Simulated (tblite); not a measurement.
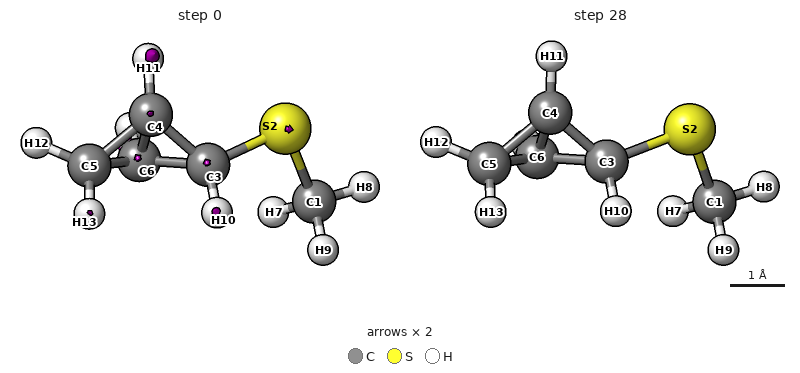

The structure of C₅H₈S (charge +1, multiplicity 2) before (left) and after (right) a relaxation, at one scale. The purple arrows give the displacements, 2 times their true length.

A ball-and-stick model, seen at a tilt.

All numbers below come from tblite, GFN2-xTB geometry optimisation, gas phase. 

Q: What changed between the two?

A: After 28 geometry steps the energy has fallen by 0.383 eV. The atom that moves furthest after the best rigid fit is an H atom (0.37 Å). By element the largest moves are H 0.37 Å, S 0.09 Å, C 0.07 Å. Near-neighbour distances that change, for instance: C–S 1.737 → 1.789 Å, C–C 1.509 → 1.481 Å, C–S 1.823 → 1.798 Å, C–H 1.080 → 1.070 Å. Among the angles between lasting bonds that change: C–C–H 112.5° → 134.6°, C–C–H 112.9° → 131.9°, C–C–H 125.6° → 132.3°.
